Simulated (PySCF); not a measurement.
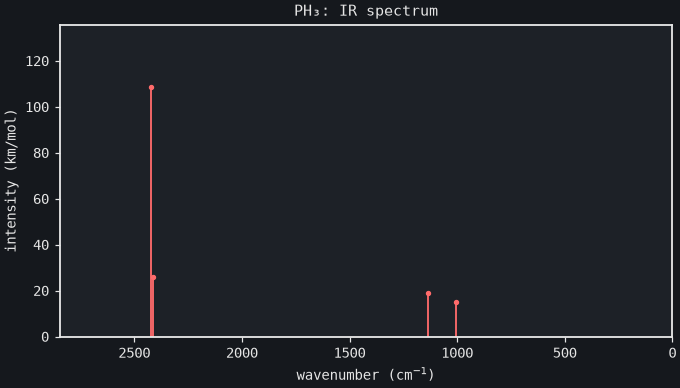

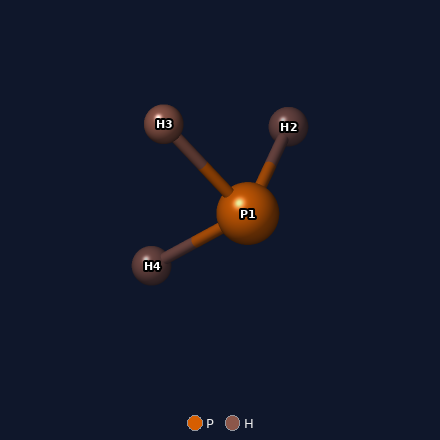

Infrared spectrum of PH₃, singlet (point group C3v). Unscaled harmonic wavenumbers and double-harmonic intensities, PBE0/def2-TZVP in PySCF 2.14.0, isolated molecule. The structure is the lowest of the points that a search from trigonal pyramidal, trigonal planar and T-shaped starts found. Degenerate modes count as one line, with their intensities summed.

> List the modes.

```csv
cm⁻¹,km/mol,symmetry
1004.4,15.2,a1
1134.7,19.0,e (×2)
2411.0,26.0,a1
2423.1,108.5,e (×2)
```
